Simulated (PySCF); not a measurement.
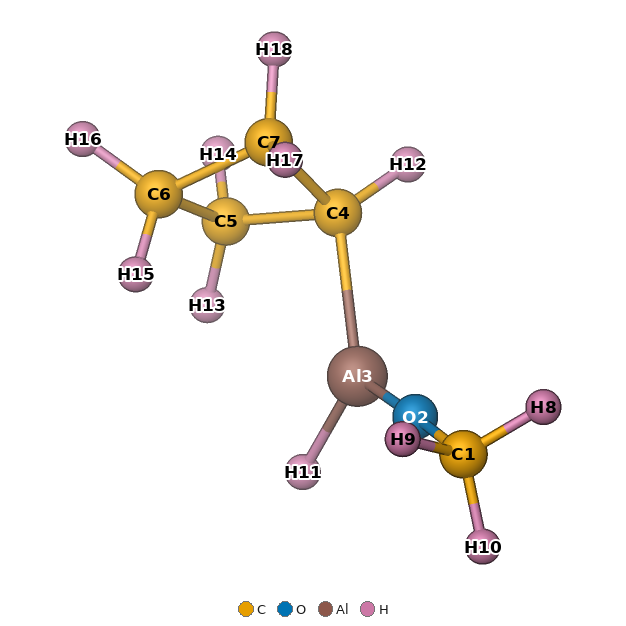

Atoms fade into the background with distance from the viewer. The geometry was computed by an optimisation with GFN2-xTB. No frequency run is at hand to confirm it as a minimum.

Question: How is the 4-membered ring C4–C5–C6–C7 puckered?

Answer: It is puckered (butterfly). The Cremer–Pople amplitude Q is 0.28 Å.

Question: Give the torsion angles round the ring, beginning with the bond from its second to its third atom.

Answer: 21°, −20°, 20°, −20°.
